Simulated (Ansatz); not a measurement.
Consider ZnF$_{2}$ in the rutile structure (space group P4_2/mnm, No. 136; a = 4.717 Å, c = 3.129 Å). Axes: x, y, z lie along a, b, c of the conventional cell.

One thing is altered: the cell is compressed by 1.20 % along z with no lateral relaxation; the atoms relax in the strained cell.

All numbers come from PBEsol/PAW in Ansatz (a quantum-chemistry and plane-wave program), no SOC.

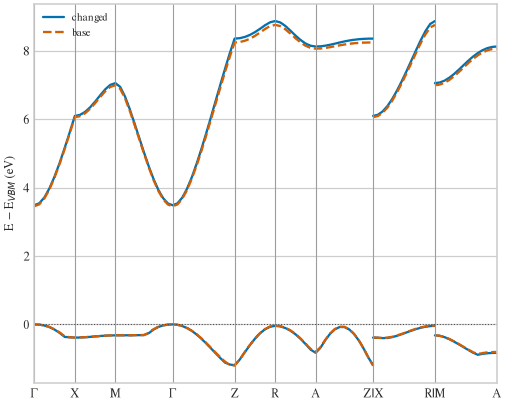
Figure: Highest valence and lowest conduction band along the path, each from its own valence-band maximum

Task: From the figure, how large is the changed gap, and is it direct?

Result: About 3.5 eV, direct at Γ.

Stability against distortions was not tested.
